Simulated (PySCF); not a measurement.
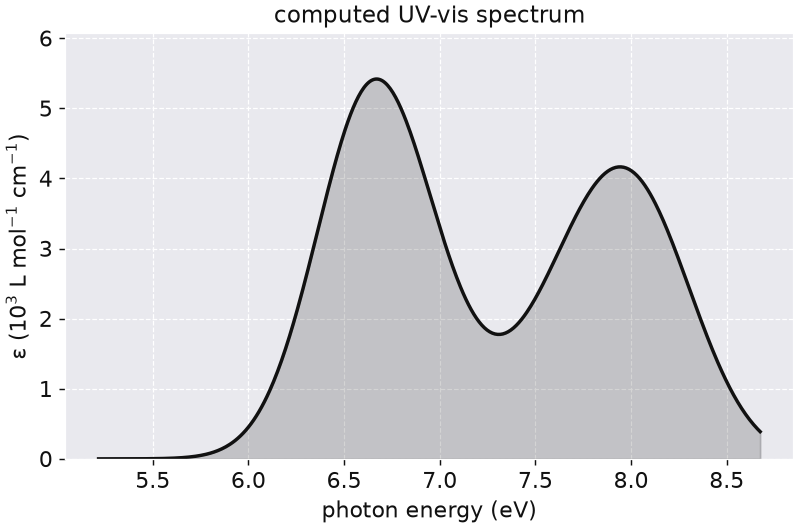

Vertical TDDFT excitations, PBE0/def2-SVPD, PySCF 2.14.0, at a GFN2-xTB geometry (no frequency check), gas phase. The lowest 6 singlet states are shown; each is broadened by a Gaussian of 1/e half-width 0.40 eV.

Question: Which molecule gives this spectrum?
A. C₄H₄FNO, SMILES FCc1ccon1
B. C₄H₁₀N⁺, SMILES [NH3+]CC1CC1
C. C₅H₁₁P, SMILES C/C=C/P(C)C

Answer: A. Its lowest singlet lies at 6.42 eV (f = 0.005) and the brightest of those computed is S2 at 6.63 eV (187 nm), f = 0.114, mainly HOMO → LUMO (79 %).

Note: states above the negative HOMO energy depend on the basis; the tight-binding geometry is rougher than a DFT one and adds to the error; one conformer of a flexible molecule; core orbitals are frozen in the response.
